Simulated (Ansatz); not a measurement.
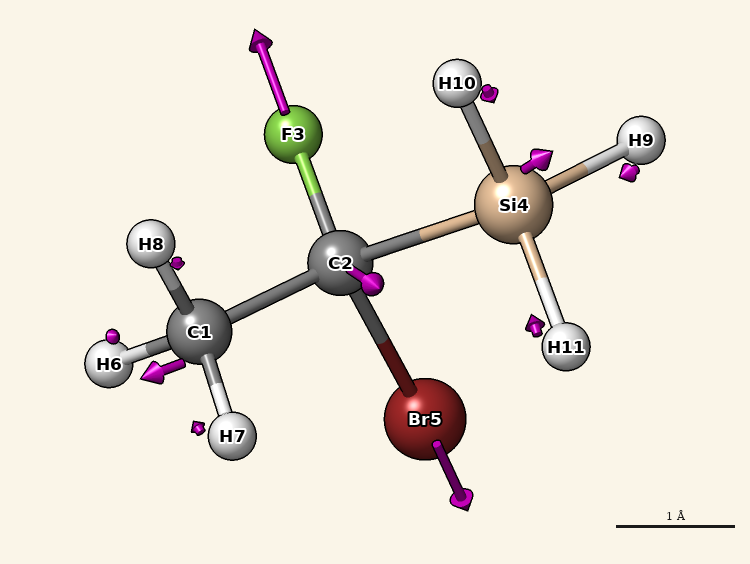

Arrows show the forces on the atoms, 2 Å of arrow for 1 eV/Å; forces under a tenth of the largest aren't drawn. Level of theory: B3LYP-D4/def2-TZVPP (Ansatz 0.2.0).

> Which bond do the forces act along most?

C2–F3, now 1.374 Å: the forces push its atoms apart, so a first step downhill lengthens it.

List the force components in the frame of the picture (x right, y up, z towards the viewer), in eV/Å.

```json
{"atom": "C1", "Fx": "−0.18", "Fy": "−0.07", "Fz": "0.11"}
{"atom": "C2", "Fx": "0.12", "Fy": "−0.08", "Fz": "0.35"}
{"atom": "F3", "Fx": "−0.13", "Fy": "0.36", "Fz": "−0.22"}
{"atom": "Si4", "Fx": "0.13", "Fy": "0.08", "Fz": "0.12"}
{"atom": "Br5", "Fx": "0.13", "Fy": "−0.29", "Fz": "−0.31"}
{"atom": "H6", "Fx": "0.03", "Fy": "0.01", "Fz": "0.06"}
{"atom": "H7", "Fx": "−0.04", "Fy": "0.05", "Fz": "−0.03"}
{"atom": "H8", "Fx": "0.01", "Fy": "−0.05", "Fz": "−0.03"}
{"atom": "H9", "Fx": "−0.07", "Fy": "−0.04", "Fz": "0.07"}
{"atom": "H10", "Fx": "0.03", "Fy": "−0.07", "Fz": "−0.06"}
{"atom": "H11", "Fx": "−0.03", "Fy": "0.09", "Fz": "−0.05"}
```
